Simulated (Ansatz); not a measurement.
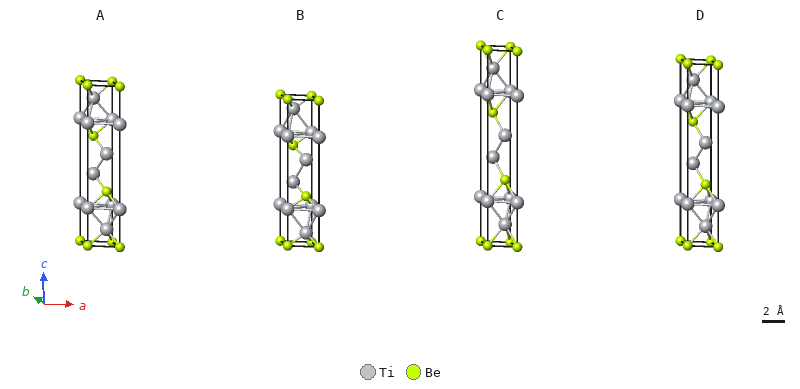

4 geometries from one relaxation of crystalline Ti₂Be (built on the cadmium chloride_166 type) (coarse preliminary run), in shuffled order. Style: ball-and-stick. Shown: the conventional cell (3 times the calculation's cell), slightly off an axis. Lengths and directions refer to the drawn axes.

Case: cadmium chloride type (R-3m, No. 166).

The calculation used DFT PBE, scalar-relativistic, plane waves, PAW (Ansatz 0.2.0). Settings: plane-wave cutoff 420 eV; k-point mesh 6 × 6 × 6; occupations gaussian; smearing width 0.1 eV; no spin polarisation; cell and atoms relaxed; force threshold 0.04 eV/Å; at most 70 steps.

Order the frames from highest to lowest energy.

Answer. B, A, D, C. They are steps 0, 2, 5, 12, at +701 meV per atom, +122 meV per atom, +48.0 meV per atom relative to the last. The energy falls by 701 meV per atom in 10 accepted moves (12 points after the start). The largest force component goes from 4.3 to 0.0026 eV/Å. The pressure goes from 39.29 to −0.03 GPa. The SCF was repeated twice at an unchanged geometry on a basis and grid sized afresh for the cell, which shifted the energy by 27.3 meV per atom at most. The largest moves relative to the cell, 0.43 Å, are those of Ti atoms. Be stays in place. The drawn cell changes as follows: a = b 3.072 → 2.904 Å (−5.5 %), c 13.916 → 18.594 Å (+33.6 %); the volume changes by +19.4 %. Among the contacts that change: Ti–Ti 2.920 → 4.292 Å, Be–Ti 2.119 → 2.591 Å, Ti–Ti 3.072 → 2.904 Å, Ti–Ti 2.920 → 2.803 Å. Among the angles between lasting bonds that change: Ti–Be–Ti 92.9° → 68.2°, Ti–Be–Ti 87.1° → 111.8°. The space group stays R-3m (No. 166).
